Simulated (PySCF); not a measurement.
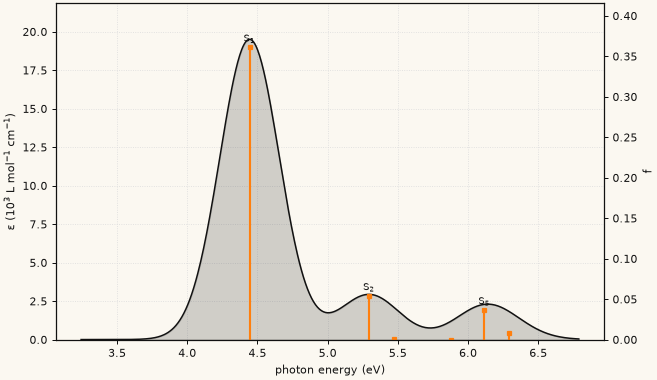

Vertical TDDFT excitations, PBE0/def2-SVPD with PySCF 2.14.0, at a GFN2-xTB geometry (no frequency check), gas phase. Only the first 6 singlet excitations are included; each is broadened by a Gaussian of 1/e half-width 0.30 eV. Sticks give oscillator strengths (right axis).

Whose absorption spectrum is this?
A. C₇H₉⁺, SMILES C=CC#C[C+](C)C
B. C₈H₈S, SMILES C1=C(c2cccs2)CC1
C. C₃H₈GeO, SMILES [GeH3][O]C1CC1, singlet

Answer. B. Its lowest singlet lies at 4.44 eV (f = 0.361) and the brightest of those computed is S1 at 4.44 eV (279 nm), f = 0.361, mainly HOMO → LUMO (97 %).

Note: states above the negative HOMO energy depend on the basis; the tight-binding geometry is rougher than a DFT one and adds to the error; one conformer of a flexible molecule; core orbitals are frozen in the response.
